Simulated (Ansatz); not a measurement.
Relaxed SnTe (rock salt):

```
CELL_PARAMETERS angstrom
      0.00000     6.40917     6.40917
      3.20458     3.20458     6.40917
      3.20458     3.20458     0.00000
ATOMIC_POSITIONS crystal
  Te 0.00000 0.00000 0.00000
  Te 0.50000 0.00000 0.00000
  Sn 0.00000 0.50000 0.50000
  Sn 0.50000 0.50000 0.50000
```

The atoms are displaced by Q × the pattern below (from a DFPT mode at X = (0.5, 0.5, 0.0), largest move 1; Q in Å), at fixed cell. It is one choice among 2 degenerate patterns. (q is in reciprocal vectors of the primitive cell; the cell shown is doubled to hold the pattern.)

```tsv
atom	x	y	z
Te1	0.000	1.000	0.000
Te2	0.000	-1.000	0.000
Sn3	0.000	0.256	0.000
Sn4	0.000	-0.256	0.000
```

All values below come from PBE (plane waves to 420 eV, PAW, scalar-relativistic; Ansatz, a program for electronic structure). k mesh 13×13×13 (Γ-centred), Fermi-Dirac smearing 0.05 eV. E stands for the smeared free energy. SnTe was relaxed with its symmetry unable to fall. Spin-orbit coupling is left out, though Te is heavy. The zero of ΔE is the undisplaced structure.

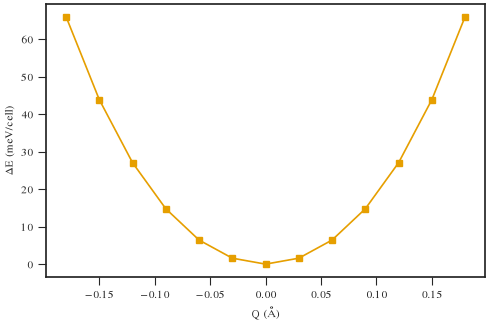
Figure: ΔE (meV/cell) against Q (Å); one marker a computed point.

### Question
What is the energy change at Q = 0.180 Å?

### Answer
About 66 meV/cell.

### Question
What harmonic wavenumber does the curvature at Q = 0 give?

### Answer
About 59 cm⁻¹.

(For displaced atoms, the force is minus the slope of the energy, and its curvature is a force constant, which sets phonon frequencies.)
